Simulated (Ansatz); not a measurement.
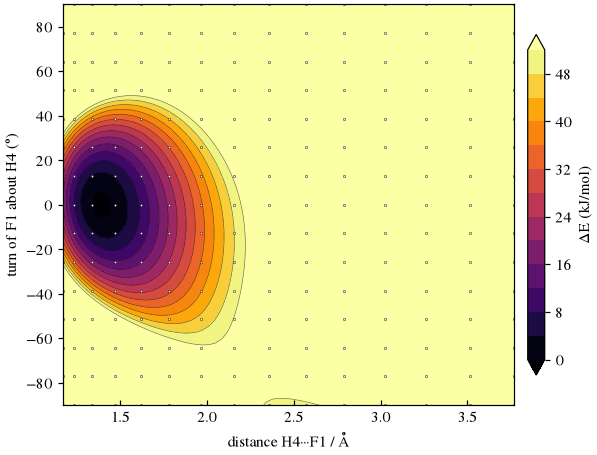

The pair F···H₂O, charge −1. The turn is about an axis along (−0.98, 0.22, 0.03) in the frame of the relaxed pair, normal to the line between the partners. First axis: distance H4···F1. Second axis: turn of F1 about H4. Grid: 15 × 15 points. Points are written as (first, second). Energies: kJ/mol, counted from the lowest grid point. The calculation used RKS BHLYP-D4/def2-TZVPD in Ansatz 0.2.0.

In the figure: filled contours, dots at the grid points, one colour for all values above the top of the scale. Between grid points the surface is interpolated.

Where is the minimum, and how stiff is the well along each coordinate?

Answer. The interpolated minimum is at distance H4···F1 ≈ 1.392 Å, turn of F1 about H4 ≈ 0.0°. The curvatures there are about 5.7 eV/Å² and 1.5 eV/rad², with a cross term of about 0.34 eV/(Å·rad). Round the minimum the two coordinates are weakly coupled (coupling 0.12 in units of the two stiffnesses). (1 eV is 96.5 kJ/mol.)
